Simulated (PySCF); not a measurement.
## Electronic structure of CH$_{5}$FO$_{3}$Si$_{2}$ in real space

Input

```
{"job": {"kind": "nmr", "xc": "PBE0", "basis": "pcSseg-1", "pop": false}, "charge": 0, "multiplicity": 1}
O      1.449687     1.159762     0.633813
C      1.704086     0.220913    -0.179150
O      2.940640     0.213901    -0.444671
Si     0.399084    -0.977202    -0.874195
O     -0.998998    -0.526538    -0.215637
Si    -2.022333     0.338135     0.698319
F     -3.435915    -0.364964     0.424306
H      2.774673     1.237750     0.418474
H      0.710395    -2.324517    -0.411557
H      0.310031    -0.783177    -2.316644
H     -2.116947     1.682793     0.170632
H     -1.714403     0.123145     2.096312
```

Command:

```sh
OMP_NUM_THREADS=1 python ens_run.py task.json out
```

Geometry: GFN2-xTB; at this geometry the atoms fall into two loosely joined parts.

Level of theory: PBE0/pcSseg-1, SCF density, gas phase, non-relativistic (PySCF 2.14.0).

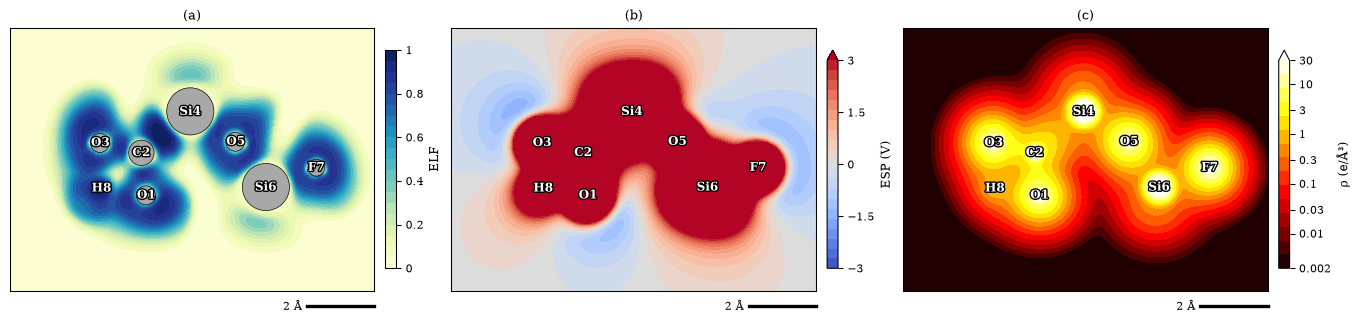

Figure 1. (a) electron localisation function; (b) electrostatic potential; (c) electron density on the plane of atoms O1, C2 and Si4. Grey discs cover the atomic cores in the ELF map.

Q: Interpret the plot.

A: The plane passes through O, C, Si, F and H nuclei. C–O (1.26 Å): the density is about 3 e/Å³ at the midpoint; the ELF peaks at about 0.90 between the atoms, as expected for a polar covalent bond. Si–F (1.60 Å): ρ is about 1.1 e/Å³ halfway; the ELF peaks at about 0.85 in the valence shell of F, 0.5 Å from its nucleus, and is about 0.50 at the midpoint. Si–O (1.61 Å): ρ at the midpoint is about 1.2 e/Å³; the ELF peaks at about 0.85 between the atoms; a polar covalent bond. C–Si (1.90 Å): the density is about 0.93 e/Å³ at the midpoint; the ELF peaks at about 1 between the atoms, as expected for localised, covalent bonding. The ELF also peaks beside F7, O5 and O3, away from the bonds: lone-pair regions. Outside the dense part of the molecule the potential is most negative (−1.5 V) near O3.

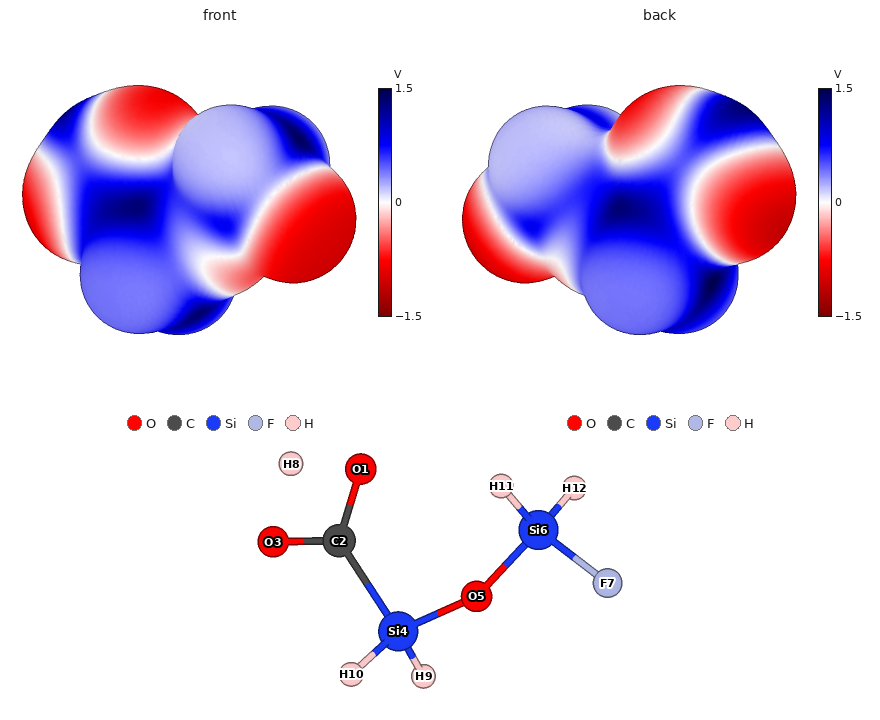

Figure 2. The electrostatic potential painted on the density surface at 0.001 e/bohr³, seen from the front and from behind; red is negative and blue positive. The bare structure is drawn below in the same view.

Q: Describe the electrostatic potential map.

A: The most negative region (about −1.0 V) lies over O3 and F7, the most positive (about +1.4 V) over Si4 and Si6.
